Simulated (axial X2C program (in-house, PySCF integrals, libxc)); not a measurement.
# NTeN: bond lengths and stretches, held linear

Aim: the two bond lengths and stretching wavenumbers of linear NTeN, with and without spin–orbit coupling, at PBE0, B3LYP.

Method: all-electron X2C, two-component (2c) or spin-free, N dyall-av3z, Te dyall-v3z; program: an in-house X2C program for linear molecules on PySCF integrals.

All values are calculated.

2 further runs of the same task are left out: 2 set aside as unsound or not needed.

**1. Set-up**

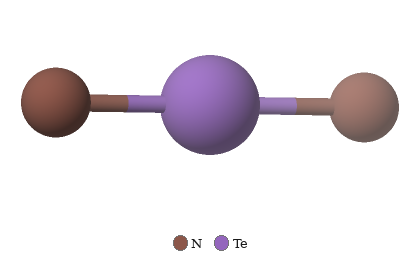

The atoms on one line, bonds 1.880 and 1.880 Å (nitrogen brown, tellurium purple).

Input file task.json:

```json
{"zs": [7, 52, 7], "q": 0, "bas": ["dyall-av3z", "dyall-v3z", "dyall-av3z"], "r0": [1.88, 1.88], "symm": 1, "scan": ["PBE0", "HF", "B3LYP"], "levels": ["PBE0", "HF", "TPSSh"], "nst": 2}
```

Keys: zs atomic numbers; q charge; bas basis sets; r0 starting distance in Å; symm equal bonds; scan levels of the two-bond scan; levels methods; nst determinants followed.

Launch:

```bash
$ python solin.py task.json out
```

Masses N 14.003, Te 129.906, N 14.003 u.

**2. Scan at PBE0, 2c**

State: Ω = 0 (all partner blocks equally filled). Energies above the lowest point, from the job's result record:

| r(N–Te) (Å) | r(Te–N) (Å) | E (meV) |
| --- | --- | --- |
| 1.7716 | 1.7716 | 75.28 |
| 1.7716 | 1.8170 | 37.25 |
| 1.7716 | 1.8624 | 75.62 |
| 1.8170 | 1.7716 | 37.25 |
| 1.8170 | 1.8170 | 0.00 |
| 1.8170 | 1.8624 | 39.36 |
| 1.8170 | 1.9079 | 137.82 |
| 1.8624 | 1.7716 | 75.62 |
| 1.8624 | 1.8170 | 39.36 |
| 1.8624 | 1.8624 | 79.93 |
| 1.9079 | 1.8170 | 137.82 |
| 1.9079 | 1.9079 | 281.27 |

A quadratic surface with cubic terms in each bond gives the minimum at 1.815 and 1.815 Å, force constants 6.04, 6.04 and coupling 0.09 mdyn/Å.

**3. Scan at B3LYP, 2c**

State: Ω = 0 (all partner blocks equally filled). Energies above the lowest point, from the job's result record:

| r(N–Te) (Å) | r(Te–N) (Å) | E (meV) |
| --- | --- | --- |
| 1.7716 | 1.7716 | 135.86 |
| 1.7716 | 1.8170 | 67.51 |
| 1.7716 | 1.8624 | 75.53 |
| 1.8170 | 1.7716 | 67.51 |
| 1.8170 | 1.8170 | 0.00 |
| 1.8170 | 1.8624 | 9.08 |
| 1.8170 | 1.9079 | 77.39 |
| 1.8624 | 1.7716 | 75.53 |
| 1.8624 | 1.8170 | 9.08 |
| 1.8624 | 1.8624 | 19.45 |
| 1.9079 | 1.8170 | 77.39 |
| 1.9079 | 1.9079 | 160.78 |

A quadratic surface with cubic terms in each bond gives the minimum at 1.833 and 1.833 Å, force constants 5.49, 5.49 and coupling 0.10 mdyn/Å.

**4. Scan at PBE0, spin-free**

State: M_S = 0, Λ = 0 (closed shell). Energies above the lowest point, from the job's result record:

| r(N–Te) (Å) | r(Te–N) (Å) | E (meV) |
| --- | --- | --- |
| 1.7716 | 1.7716 | 71.55 |
| 1.7716 | 1.8170 | 35.33 |
| 1.7716 | 1.8624 | 75.55 |
| 1.8170 | 1.7716 | 35.33 |
| 1.8170 | 1.8170 | 0.00 |
| 1.8170 | 1.8624 | 41.34 |
| 1.8170 | 1.9079 | 141.86 |
| 1.8624 | 1.7716 | 75.55 |
| 1.8624 | 1.8170 | 41.34 |
| 1.8624 | 1.8624 | 84.04 |
| 1.9079 | 1.8170 | 141.86 |
| 1.9079 | 1.9079 | 290.07 |

A quadratic surface with cubic terms in each bond gives the minimum at 1.814 and 1.814 Å, force constants 6.08, 6.08 and coupling 0.11 mdyn/Å.

**5. Comparison**

| level | r(N–Te) (Å) | r(Te–N) (Å) | lower stretch (cm⁻¹) | upper stretch (cm⁻¹) |
| --- | --- | --- | --- | --- |
| PBE0, 2c | 1.815 | 1.815 | 862.2 | 935.9 |
| B3LYP, 2c | 1.833 | 1.833 | 822.9 | 890.8 |
| PBE0, spin-free | 1.814 | 1.814 | 865.9 | 938.1 |
| B3LYP, spin-free | 1.832 | 1.832 | 826.6 | 893.3 |

Scans not shown above were run alike.

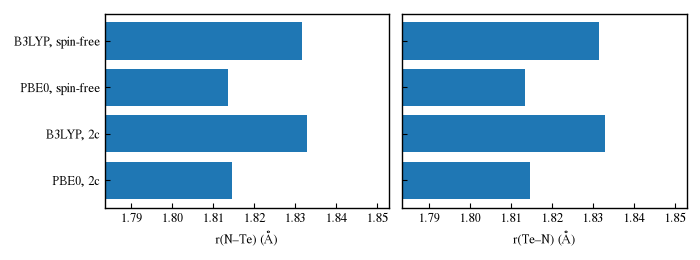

The two bond lengths by level.

**Reading.** Over the levels the N–Te bond spans 1.814 to 1.833 Å and the Te–N bond 1.814 to 1.833 Å. At PBE0 going from spin-free to two-component moves the bonds by +0.001 and +0.001 Å. Each state is one determinant, the lowest of a limited PBE0 search; the stretches come from a fit to few points and are good to some per cent at best. The stretches are sorted by size, and where the two bonds are alike the symmetric and antisymmetric modes can swap order between levels. The molecule was held linear; bending was not examined, so a bent shape may lie lower.
